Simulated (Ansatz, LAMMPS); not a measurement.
# Ionic liquid MMIM+ FSI- with water at 450 K (134 atoms) in motion, part 2 of 2

Wanted: a short trajectory of ionic liquid MMIM+ FSI- with water at 450 K (134 atoms) with its pair distributions.

Ansatz 0.2.0; Kohn-Sham DFT, PBEsol, PAW (set soft_2), plane waves.

The cell: 25 C, 15 N, 51 H, 10 S, 23 O and 10 F. The network of contacts between molecules at the start is that of the classical potential that made the cell. The functional has no dispersion term. The density was typed from a rule of thumb and may lie off the real one at this temperature. The Brillouin zone is sampled at Γ only, in a cell whose shortest periodic width is 12 Å.

So far, density (g/cm³): step 4 (structure statistics late in the run) 1.47.

## Step 5: Single point at the last frame

The last frame is solved once more, with the analyses that the dynamics left out.

File input.yaml:

```yaml
crystal:
  lattice:
    - [11.75894, 0.0, 0.0]
    - [0.0, 11.75894, 0.0]
    - [0.0, 0.0, 11.75894]
  atoms:
    - { symbol: C, position: [0.21903, 0.67146, 0.85389] }
    - { symbol: "N", position: [0.31997, 0.71589, 0.7923] }
    - { symbol: C, position: [0.33184, 0.71384, 0.67771] }
    - { symbol: C, position: [0.42865, 0.76651, 0.64879] }
    [... 124 atom lines left out ...]
    - { symbol: O, position: [0.61001, 0.0034, 0.01295] }
    - { symbol: H, position: [0.59706, 0.95875, 0.08558] }
    - { symbol: H, position: [0.6908, 0.98363, 0.00119] }
    - { symbol: O, position: [0.81046, 0.82149, 0.97153] }
    - { symbol: H, position: [0.86713, 0.76224, 0.9753] }
    - { symbol: H, position: [0.74921, 0.77472, 0.00567] }
kpoints:
  mp_grid: { grid: [1, 1, 1] }
hamiltonian:
  xc: pbesol
scf:
  occupations: { method: fixed }
output:
  forces: true
  stress: true
  populations: intrinsic
  dos:
    method: { smearing: { sigma: 0.15 } }
    de: 0.1
    projected: { site_lists: { C: [C], F: [F], H: [H], "N": ["N"], O: [O] } }
  eigenvalues: true
  write_density: true
  write_potential: true
  volumetric_format: npy
```

Started as:

```bash
ansatz run input.yaml --threads 4 --pin off --max-ram 8192MiB --backend cpu --events-out ev --progress --plain --runs-dir out
```

Run time: 22 s. Hardware: 4 threads of Arm Neoverse V2, shared host; peak memory 2.1 GiB; 83 s of CPU time.

The program notes that the exchange-correlation potential is rough where the density is thin.

The run gave:

```yaml
free_energy: -42377.9737 eV
free_energy_per_atom: -316.2535 eV/atom
scf_cycles: 11
pressure: -0.09791 GPa
r_m_s_force_component: 1.094 eV/Å
longest_force: 6.056 eV/Å
fermi_energy: -0.09923 eV
spacing_of_highest_filled_and_lowest_empty_level: 3.78 eV
```

Neighbours are counted within 1.34 Å (H-C), 1.21 Å (H-O), 1.82 Å (C-C), 1.79 Å (C-N), 1.88 Å (O-S), 2.08 Å (N-S), 1.98 Å (F-S), the cutoffs taken from the dynamics.

Length of the force by element and coordination:

| element | coordination | atoms | mean length of the force (eV/Å) | spread | least | most |
| --- | --- | --- | --- | --- | --- | --- |
| C | all | 25 | 2.2 | 1.10 | 0.544 | 5.10 |
| C | 3 | 15 | 2.15 | 1.25 | 0.544 | 5.10 |
| C | 4 | 10 | 2.28 | 0.813 | 0.834 | 3.66 |
| F | all | 10 | 0.985 | 0.461 | 0.341 | 1.81 |
| H | all | 51 | 0.977 | 0.579 | 0.108 | 3.26 |
| N | all | 15 | 1.86 | 0.683 | 0.987 | 3.23 |
| N | 2 | 5 | 1.16 | 0.133 | 0.987 | 1.28 |
| N | 3 | 10 | 2.21 | 0.569 | 1.47 | 3.23 |
| O | all | 23 | 1.64 | 0.803 | 0.465 | 3.72 |
| O | 1 | 20 | 1.69 | 0.837 | 0.465 | 3.72 |
| O | 2 | 3 | 1.29 | 0.366 | 0.827 | 1.72 |
| S | all | 10 | 2.97 | 1.71 | 1.19 | 6.06 |

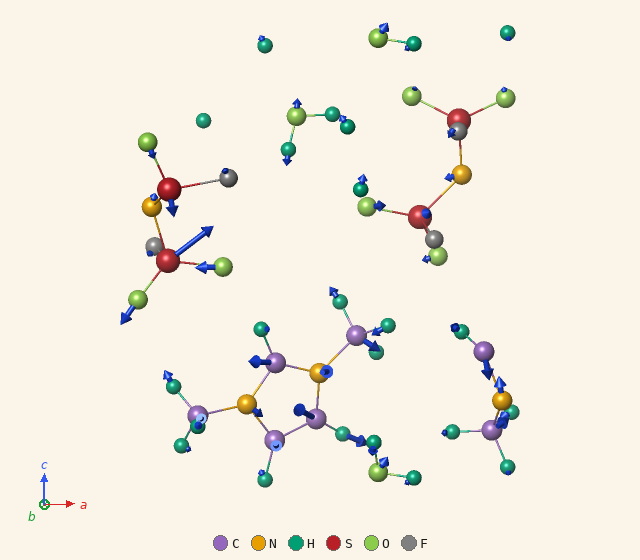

Forces as arrows; the longest in the cell is 6.06 eV/Å. Drawn is a stretch of 10 Å of the 12 Å that the cell measures along a and a slice 4 Å thick, seen along the normal of the ac plane. Bonds to atoms that aren't drawn are left out.

Intrinsic-atomic-orbital charges by element and coordination:

| element | coordination | atoms | mean charge (e) | spread | least | most |
| --- | --- | --- | --- | --- | --- | --- |
| C | all | 25 | -0.221 | 0.185 | -0.465 | 0.0342 |
| C | 3 | 15 | -0.076 | 0.066 | -0.142 | 0.0342 |
| C | 4 | 10 | -0.438 | 0.0167 | -0.465 | -0.406 |
| F | all | 10 | -0.497 | 0.0234 | -0.527 | -0.449 |
| H | all | 51 | 0.24 | 0.0573 | 0.181 | 0.415 |
| N | all | 15 | -0.357 | 0.512 | -1.12 | 0.0237 |
| N | 2 | 5 | -1.08 | 0.0303 | -1.12 | -1.03 |
| N | 3 | 10 | 0.0041 | 0.016 | -0.029 | 0.0237 |
| O | all | 23 | -0.861 | 0.0296 | -0.916 | -0.800 |
| O | 1 | 20 | -0.869 | 0.0236 | -0.916 | -0.837 |
| O | 2 | 3 | -0.811 | 0.0116 | -0.827 | -0.800 |
| S | all | 10 | 2.34 | 0.0474 | 2.26 | 2.41 |

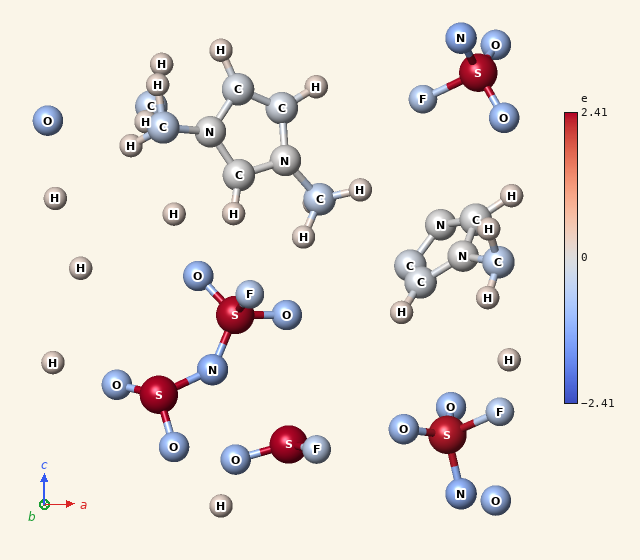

Atoms coloured by intrinsic-atomic-orbital charge. Drawn is a slice 4 Å thick, seen along the normal of the ac plane. Bonds to atoms that aren't drawn are left out.

Density of states as counts of states in windows of 1 eV (from the Fermi level), total and the larger projections:

| from (eV) | to (eV) | total | O p | C p | F p | N p | H s | C s |
| --- | --- | --- | --- | --- | --- | --- | --- | --- |
| -18 | -17 | 8.5 | 0.0 | 1.8 | 0.0 | 0.1 | 0.5 | 0.9 |
| -17 | -16 | 8.9 | 0.1 | 0.0 | 0.0 | 0.3 | 0.0 | 0.0 |
| -16 | -15 | 0.0 | 0.0 | 0.0 | 0.0 | 0.0 | 0.0 | 0.0 |
| -15 | -14 | 5.0 | 0.0 | 0.6 | 0.0 | 1.2 | 0.5 | 2.4 |
| -14 | -13 | 11.2 | 0.0 | 0.7 | 0.0 | 3.5 | 1.6 | 5.1 |
| -13 | -12 | 6.1 | 0.1 | 0.1 | 0.2 | 2.0 | 0.6 | 1.7 |
| -12 | -11 | 17.7 | 0.3 | 0.6 | 0.7 | 4.3 | 2.5 | 4.3 |
| -11 | -10 | 3.7 | 0.0 | 1.2 | 0.0 | 1.3 | 0.4 | 0.6 |
| -10 | -9 | 21.7 | 0.6 | 5.4 | 3.2 | 3.5 | 2.3 | 2.8 |
| -9 | -8 | 14.8 | 1.1 | 1.6 | 4.5 | 1.3 | 0.9 | 0.6 |
| -8 | -7 | 18.2 | 3.5 | 4.2 | 1.5 | 2.0 | 2.8 | 1.0 |
| -7 | -6 | 40.2 | 9.9 | 7.4 | 4.5 | 6.3 | 2.7 | 0.4 |
| -6 | -5 | 54.1 | 8.4 | 16.6 | 7.1 | 7.7 | 8.3 | 0.9 |
| -5 | -4 | 45.0 | 9.0 | 9.3 | 16.6 | 2.5 | 4.4 | 0.3 |
| -4 | -3 | 52.7 | 16.5 | 13.1 | 9.1 | 3.8 | 6.5 | 0.1 |
| -3 | -2 | 35.5 | 23.4 | 1.7 | 3.2 | 3.7 | 0.7 | 0.1 |
| -2 | -1 | 41.1 | 24.6 | 4.3 | 2.9 | 6.6 | 1.5 | 0.0 |
| -1 | 0 | 29.7 | 12.0 | 7.0 | 0.8 | 8.6 | 0.1 | 0.0 |
| 0 | 1 | 1.5 | 0.6 | 0.5 | 0.0 | 0.2 | 0.0 | 0.0 |
| 1 | 3 | 0.0 | 0.0 | 0.0 | 0.0 | 0.0 | 0.0 | 0.0 |
| 3 | 4 | 4.6 | 0.0 | 2.4 | 0.0 | 1.5 | 0.3 | 0.1 |
| 4 | 5 | 13.1 | 0.5 | 6.1 | 0.4 | 2.3 | 0.9 | 0.2 |

With fixed occupations the program's Fermi level is the highest filled level; weight inside the gap is the broadening of levels at its edges.

Between -26 and -18 eV lie 76 more states.

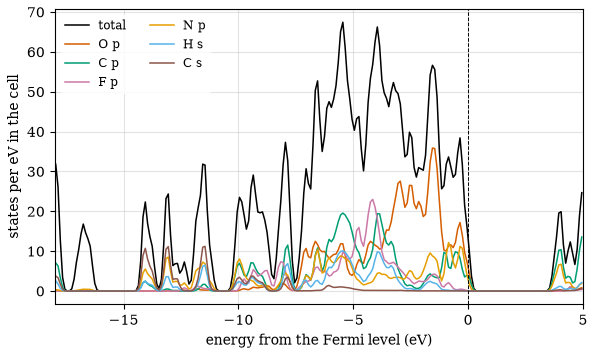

Total and projected density of states, with the broadening of the input.

Not all projections were asked for or kept, so they needn't add up to the total.

The levels nearest the highest filled one (over half full), pooled over k-points and spins:

| level less the highest filled one (eV) | occupation |
| --- | --- |
| -0.35 | 2 |
| -0.325 | 2 |
| -0.295 | 2 |
| -0.240 | 2 |
| -0.0887 | 2 |
| 0 | 2 |
| 3.78 | 0 |
| 3.96 | 0 |
| 4.01 | 0 |
| 4.07 | 0 |
| 4.38 | 0 |
| 4.50 | 0 |

Mean intrinsic-atomic-orbital charges: C -0.22, F -0.50, H +0.24, N -0.36, O -0.86, S +2.34 e. The largest share in the top eV of filled states is O p (41 % of the projected weight), and in the lowest eV of empty states C p (52 % of the projected weight).

## Step 6: Results

```json
{
  "mean temperature, second half": "488.3 K",
  "temperature swing, second half": "20.71 K",
  "slope of the conserved energy against time, by least squares": "-0.1854 meV/atom/ps",
  "free energy per atom": "-316.2535 eV/atom",
  "pressure": "-0.09791 GPa",
  "r.m.s. force component": "1.094 eV/Å",
  "gap (highest filled to lowest empty level)": "3.78 eV",
  "wall time of the 3 DFT runs": "32 min"
}
```

**Reading.** Over the second half of 140 fs the temperature averages 488 K with swings of 21 K r.m.s. The conserved energy stays within 0.05 meV/atom. The run spans 0.14 ps, too short for its means to be equilibrium values. By these cutoffs 60 % of C atoms have 3, all F atoms have 1, all H atoms have 1 and 67 % of N atoms have 3 bonded neighbours. Filled and empty levels are parted by 3.78 eV (at Γ alone); a semilocal functional tends to put such gaps too low. In a disordered cell it changes from sample to sample and from frame to frame.

**Limits.** The network of contacts between molecules at the start is that of the classical potential that made the cell; DFT moved the atoms only locally, and no bond changed. The pressure of a single frame lacks the kinetic term, about 0.56 GPa here.

[Logs are printed without paths, hosts, clocks, repeated set-up lines and the standing remarks that a program may print on its own settings, such as how far it seeks lower states.]

[Hosts, paths, dates, database ids (printed as entryN), source tags and the programs' standing remarks are cut or masked in the printed files.]
